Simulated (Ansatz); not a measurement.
Consider C3H9As (charge +1, doublet).

The calculation's input:

```
crystal:
  periodic: [false, false, false]
  atoms:
    - {symbol: As, position_ang: [0.916759, 1.586292, 0.461084]}
    - {symbol: H, position_ang: [2.352138, 1.643565, 0.001616]}
    - {symbol: H, position_ang: [0.293942, 2.853895, -0.068064]}
    - {symbol: C, position_ang: [-0.007554, -0.026737, -0.252522]}
    - {symbol: C, position_ang: [-1.490776, 0.002703, 0.056385]}
    - {symbol: C, position_ang: [0.723308, -1.298057, 0.129295]}
    - {symbol: H, position_ang: [0.179708, 0.231975, -1.323454]}
    - {symbol: H, position_ang: [-1.975317, 0.950082, -0.222234]}
    - {symbol: H, position_ang: [-1.689027, -0.212011, 1.117321]}
    - {symbol: H, position_ang: [-1.970739, -0.795985, -0.533927]}
    - {symbol: H, position_ang: [0.288036, -2.123102, -0.459420]}
    - {symbol: H, position_ang: [1.799065, -1.267452, -0.098171]}
    - {symbol: H, position_ang: [0.580455, -1.545166, 1.192082]}
basis:
  gaussian: {orbitals: def2-TZVP, initial_orbitals: start.molden}
total_charge: 1
magnetization: {spin_polarized: true, initial_magnetization: 1}
hamiltonian: {xc: pbe0, dispersion: d4}
scf: {omitted_lower_state_checks: [starts]}
output: {orbitals: {seedname: orbitals}}
```

Launched as:

```sh
ansatz run in.yaml --threads 4 --pin off --events-out ev --progress --plain --max-ram 3916MiB
```

Geometry: r2SCAN-D4/def2-SVP.

All numbers below come from Ansatz, UKS PBE0-D4/def2-TZVP.

**Predict the electron density, electron localisation function and spin density between the atoms.**

C–C (1.52 Å): ρ is about 1.7 e/Å³ halfway; the ELF peaks at about 0.95 between the atoms, as expected for a shared electron pair.
C–H (1.10 Å): ρ is about 2 e/Å³ halfway; the ELF climbs to about 1 towards the hydrogen, as it does in any bond to H; a covalent bond by its length.
The unpaired spin (1 electron) lies mostly on As1 (about 0.8) and C4 (about 0.1), in electrons by Hirshfeld's partition.

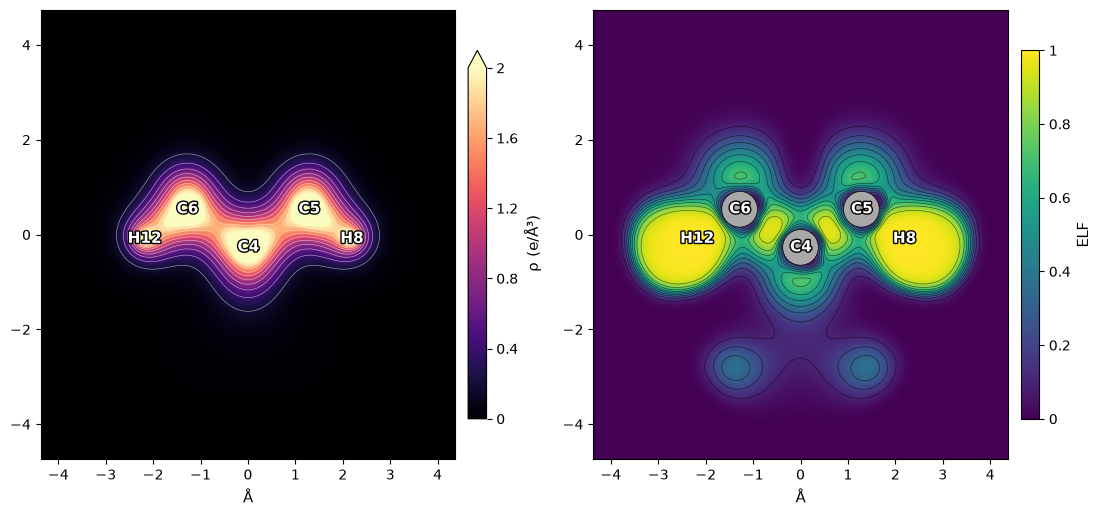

Computed electron density and electron localisation function on the plane of atoms C5, C4 and C6, in this order. Grey discs cover the atomic cores in the ELF map. 
